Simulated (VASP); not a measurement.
Band structure of Re (hcp). Calculation: PBE GGA with D3 dispersion (Becke-Johnson damping), VASP's PBE PAW potentials (set 64) (plane waves; VASP).

Unless said otherwise, spin-orbit coupling is left out, though it shifts the bands of the heavy elements here.

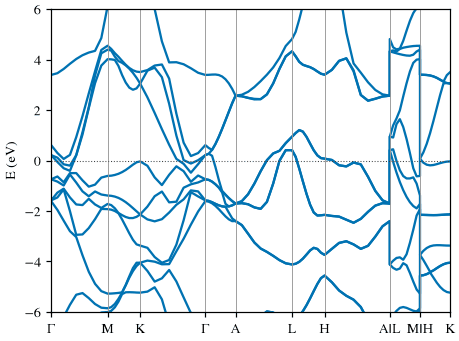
Fig. 1. Bands along high-symmetry lines, zero at the valence-band maximum or, without a gap, the Fermi level

Q: Read the plot: is there a gap, and where are the band edges?

A: It has no gap at this level: it comes out as a metal or semimetal. (Edges off the drawn lines would not show.)

The compound is Re in the hcp structure. It was relaxed first.
